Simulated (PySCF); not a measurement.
# OH− (hydroxide): CAM-B3LYP/aug-cc-pVTZ

Aim: the energy change on altering one bond length of OH− (hydroxide) at CAM-B3LYP/aug-cc-pVTZ, from 2 runs. 

Program for the calculation: PySCF 2.14.0.

2 further runs of the same task are left out: 2 set aside as unsound or not needed.

**1. Starting point**

OH−: 2 atoms, total charge -1, spin state singlet. As SMILES, `[OH-]`. The shape is that of a PBE0-D4/def2-TZVPD optimisation.

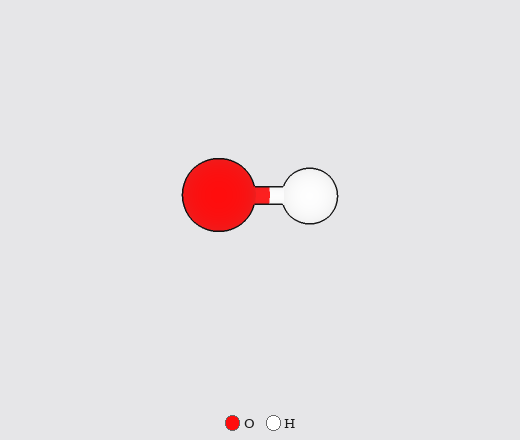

The structure, seen from a chosen angle (oxygen red, hydrogen white).

**2. The energy at CAM-B3LYP/aug-cc-pVTZ**

Input file mol.xyz:

```xyz
2
HO
O      0.411800    -0.131800     0.212500
H     -0.411800     0.131800    -0.212500
```

Input file calc.py:

```python
from pyscf import gto, dft

mol = gto.M(
    atom='mol.xyz',
    max_memory=1860,
    verbose=4,
    charge=-1,
    basis='aug-cc-pvtz',
)

mf = dft.RKS(mol, xc='cam-b3lyp')
mf.conv_tol = 1e-10
mf.grids.level = 5
mf.kernel()
if not mf.converged:
    mf = mf.newton().run(mf.mo_coeff, mf.mo_occ)

e_final = mf.e_tot
print(f'total energy: {e_final:.8f} hartree')
```

Launch:

```sh
$ OMP_NUM_THREADS=1 python calc.py
```

The log of the run:

```text
PySCF version 2.14.0

[INPUT] num. atoms = 2
[INPUT] num. electrons = 10
[INPUT] charge = -1
[INPUT] spin (= nelec alpha-beta = 2S) = 0
[INPUT] symmetry False subgroup None
[INPUT] Mole.unit = angstrom
[INPUT] Symbol           X                Y                Z      unit          X                Y                Z       unit  Magmom
[INPUT]  1 O      0.411800000000  -0.131800000000   0.212500000000 AA    0.778189218096  -0.249065903218   0.401566801470 Bohr   0.0
[INPUT]  2 H     -0.411800000000   0.131800000000  -0.212500000000 AA   -0.778189218096   0.249065903218  -0.401566801470 Bohr   0.0

nuclear repulsion = 4.39356704194782
number of shells = 22
number of NR pGTOs = 83
number of NR cGTOs = 69
basis = aug-cc-pvtz
ecp = {}

******** <class 'pyscf.dft.rks.RKS'> ********
method = RKS
initial guess = minao
damping factor = 0
level_shift factor = 0
DIIS = <class 'pyscf.scf.diis.CDIIS'>
diis_start_cycle = 1
diis_space = 8
diis_damp = 0
SCF conv_tol = 1e-10
SCF conv_tol_grad = None
SCF max_cycles = 50
direct_scf = True
direct_scf_tol = 1e-13
XC library pyscf.dft.libxc version 7.0.0
    S. Lehtola, C. Steigemann, M. J.T. Oliveira, and M. A.L. Marques.,  SoftwareX 7, 1–5 (2018)
XC functionals = cam-b3lyp
    T. Yanai, D. P. Tew, and N. C. Handy.,  Chem. Phys. Lett. 393, 51 (2004)
radial grids:
    Treutler-Ahlrichs [JCP 102, 346 (1995); DOI:10.1063/1.469408] (M4) radial grids

becke partition: Becke, JCP 88, 2547 (1988); DOI:10.1063/1.454033
pruning grids: <function nwchem_prune>
grids dens level: 5
symmetrized grids: False
atomic radii adjust function: <function treutler_atomic_radii_adjust>
small_rho_cutoff = 0
Set gradient conv threshold to 1e-05
Initial guess from minao.
tot grids = 66520
init E= -75.5569407381324
  HOMO = -0.415175447065371  LUMO = -0.000991574584460864  gap/eV = 11.27052
cycle= 1 E= -75.5804171542723  delta_E= -0.0235  |g|= 1.04  |ddm|= 0.694

WARN: HOMO 0.230383468451334 == LUMO 0.230383468780636

cycle= 2 E= -73.1758770369673  delta_E=  2.4  |g|= 2.72  |ddm|= 51.4
  HOMO = -0.102030897519436  LUMO = 0.124852612265265  gap/eV = 6.17381
cycle= 3 E= -75.777651908273  delta_E= -2.6  |g|= 0.334  |ddm|= 51.4
  HOMO = -0.016696669714056  LUMO = 0.155201162554134  gap/eV = 4.67758
cycle= 4 E= -75.8085419270035  delta_E= -0.0309  |g|= 0.0456  |ddm|= 0.232
  HOMO = -0.0202461331666127  LUMO = 0.158963972967785  gap/eV = 4.87656
cycle= 5 E= -75.8091388590236  delta_E= -0.000597  |g|= 0.0175  |ddm|= 0.0509
  HOMO = -0.0236055402324136  LUMO = 0.15929690960788  gap/eV = 4.97703
cycle= 6 E= -75.8091955194012  delta_E= -5.67e-05  |g|= 0.00939  |ddm|= 0.0141
  HOMO = -0.02539159451524  LUMO = 0.1590099098996  gap/eV = 5.01782
cycle= 7 E= -75.8092112624627  delta_E= -1.57e-05  |g|= 0.00365  |ddm|= 0.00469
  HOMO = -0.0262450838638166  LUMO = 0.15887578913936  gap/eV = 5.03740
cycle= 8 E= -75.8092140035356  delta_E= -2.74e-06  |g|= 0.000356  |ddm|= 0.00218
  HOMO = -0.0263394036338298  LUMO = 0.158861631008032  gap/eV = 5.03958
cycle= 9 E= -75.8092140321669  delta_E= -2.86e-08  |g|= 1.78e-05  |ddm|= 0.000289
  HOMO = -0.026334064994351  LUMO = 0.158862883471572  gap/eV = 5.03947
cycle= 10 E= -75.809214032277  delta_E= -1.1e-10  |g|= 2.98e-06  |ddm|= 2.83e-05
  HOMO = -0.0263349564950115  LUMO = 0.158862728068163  gap/eV = 5.03949
cycle= 11 E= -75.8092140322816  delta_E= -4.68e-12  |g|= 1.67e-07  |ddm|= 7.53e-06
  HOMO = -0.0263349151195516  LUMO = 0.158862729280187  gap/eV = 5.03948
Extra cycle  E= -75.8092140322824  delta_E= -7.11e-13  |g|= 1.57e-07  |ddm|= 6.88e-07
converged SCF energy = -75.8092140322824
total energy: -75.80921403 hartree
```

It took 6.9 s on 1 thread of Intel Xeon at 2.70GHz, shared host; peak memory 0.31 GiB.

**3. The distorted shape, same level**

Input file job.py:

```python
from pyscf import gto, dft

mol = gto.M(
    atom=[
    ('O', (0.823580, -0.263594, 0.424990)),
    ('H', (-0.411800, 0.131800, -0.212500)),
],
    charge=-1,
    max_memory=1860,
    verbose=3,
    basis='aug-cc-pvtz',
)

mf = dft.RKS(mol, xc='cam-b3lyp')
mf.grids.level = 5
mf.conv_tol = 1e-10
mf.kernel()
if not mf.converged:
    mf = mf.newton().run(mf.mo_coeff, mf.mo_occ)

energy = mf.e_tot
print(f'total energy: {energy:.8f} hartree')
```

Launch:

```sh
$ OMP_NUM_THREADS=1 python job.py
```

The log of the run:

```text
converged SCF energy = -75.7266245876
total energy: -75.72662459 hartree
```

Wall time 6 s (1 thread of Intel Xeon at 2.70GHz, shared host); peak memory 0.31 GiB.

**4. What came out**

Level: CAM-B3LYP/aug-cc-pVTZ.

```
                                                              quantity         value
                                             first shape: total energy  -75.80921 Eh
                                              first shape: HOMO energy      -0.72 eV
                                              first shape: LUMO energy       4.32 eV
    first shape: HOMO–LUMO gap (to an unbound level, set by the basis)       5.04 eV
                                         distorted shape: total energy  -75.72662 Eh
                                          distorted shape: HOMO energy      -1.07 eV
                                          distorted shape: LUMO energy       4.26 eV
distorted shape: HOMO–LUMO gap (to an unbound level, set by the basis)       5.33 eV
     energy change with the O1–H2 bond stretched from 0.964 to 1.445 Å      2.247 eV
```

What this shows: With the O1–H2 bond stretched from 0.964 to 1.445 Å the energy rises by 2.25 eV (217 kJ/mol). The first shape isn't relaxed at this level, so the change isn't measured from a minimum.
